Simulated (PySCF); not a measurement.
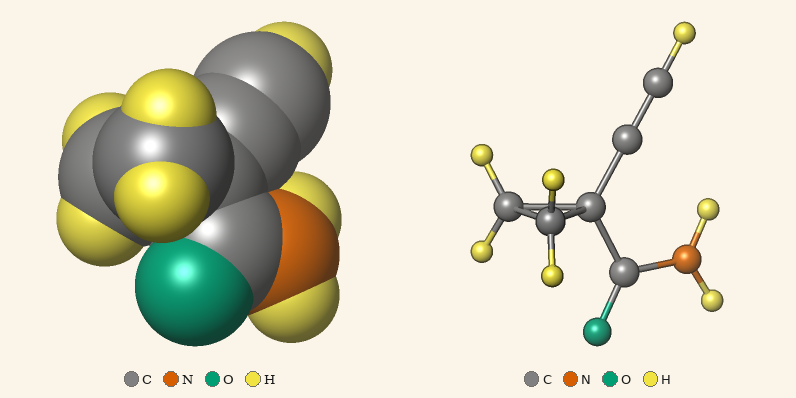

Two views of one molecule.

Computed geometry: GFN2-xTB optimisation. No frequency run is at hand to confirm it as a minimum.

Count the atoms of each element.

Answer. C₆H₇NO, 15 atoms: 6 carbon, 7 hydrogen, 1 nitrogen and 1 oxygen.

Give the symmetry (Schoenflies symbol).

Answer. Cs.

Count the bonded pairs by element.

Answer. 6 C–C, 5 C–H, 2 N–H, 1 C–N, 1 C–O.

Describe its rings.

Answer. Independent rings (smallest set): 1 of 3 members.

What is its SMILES?

Answer. C#CC1(C(N)=O)CC1

The parts below concern this one geometry. Atoms keep their numbers from picture to picture.

### Shape

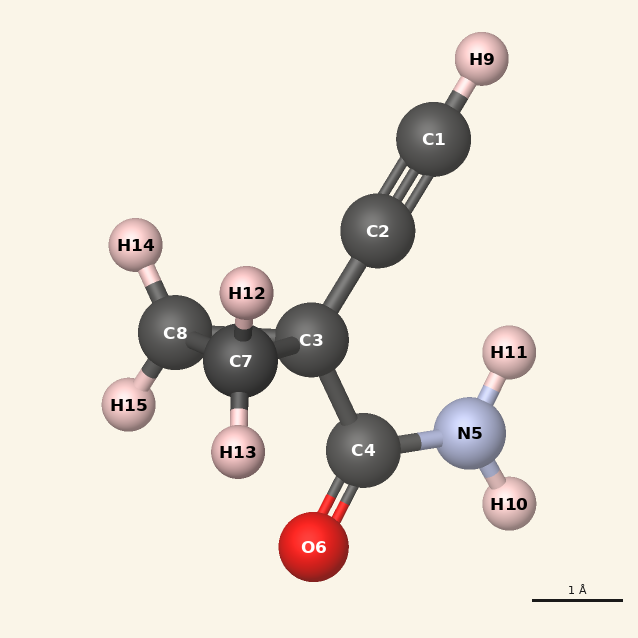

No frequency run is at hand to confirm it as a minimum.

Give the bond lengths.

| bond | length (Å) | order |
| --- | --- | --- |
| C1–C2 | 1.199 | triple |
| C1–H9 | 1.049 | single |
| C2–C3 | 1.429 | single |
| C3–C4 | 1.506 | single |
| C3–C7 | 1.518 | single |
| C3–C8 | 1.518 | single |
| C4–N5 | 1.352 | single |
| C4–O6 | 1.212 | double |
| N5–H10 | 1.006 | single |
| N5–H11 | 1.005 | single |
| C7–C8 | 1.484 | single |
| C7–H12 | 1.079 | single |
| C7–H13 | 1.079 | single |
| C8–H14 | 1.080 | single |
| C8–H15 | 1.079 | single |

### Electronic properties

No frequency run is at hand to confirm it as a minimum. Method: PBE0/pcSseg-1, gas phase (PySCF 2.14.0).

Give the HOMO energy (Kohn–Sham orbital) at this level.

Answer. −7.40 eV.

Estimate the dipole moment.

Answer. 2.98 D.

What is the LUMO energy (Kohn–Sham orbital)?

Answer. 0.55 eV.

### Quadrupole coupling

No frequency run is at hand to confirm it as a minimum. Electric field gradients from the ground-state density, PBE0/pcSseg-1 (PySCF 2.14.0), non-relativistic apart from any core potentials.

Give the largest field-gradient component, the quadrupole coupling constant and the asymmetry for 14N at N5 (Q = 20.44 mb), 17O at O6 (Q = −25.6 mb), 2H at H9 (Q = 2.86 mb), 2H at H10 (Q = 2.86 mb).

| atom | V_zz (a.u.) | e²qQ/h (MHz) | η |
| --- | --- | --- | --- |
| N5 | −0.930 | −4.47 | 0.10 |
| O6 | −1.500 | 9.02 | 0.13 |
| H9 | 0.397 | 0.267 | 0.02 |
| H10 | 0.417 | 0.280 | 0.17 |

### Charges

The questions are on Hirshfeld charges. No frequency run is at hand to confirm it as a minimum. Level of theory: PBE0/pcSseg-1, gas phase (PySCF 2.14.0).

Give the Hirshfeld charges atom by atom.

| atom | value (e) |
| --- | --- |
| C1 | −0.12 |
| C2 | −0.04 |
| C3 | 0.00 |
| C4 | 0.18 |
| N5 | −0.17 |
| O6 | −0.29 |
| C7 | −0.07 |
| C8 | −0.07 |
| H9 | 0.09 |
| H10 | 0.14 |
| H11 | 0.12 |
| H12 | 0.06 |
| H13 | 0.05 |
| H14 | 0.06 |
| H15 | 0.05 |

### NMR shielding

The questions are on isotropic NMR shieldings of the H atoms. No frequency run is at hand to confirm it as a minimum. Level of theory: GIAO PBE0/pcSseg-1 NMR shielding, non-relativistic, gas phase (PySCF 2.14.0).

List the isotropic NMR shieldings of the H atoms.

```
atom  σ (ppm)
  H9    30.07
 H10    26.96
 H11    25.05
 H12    30.63
 H13    30.27
 H14    30.62
 H15    30.25
```
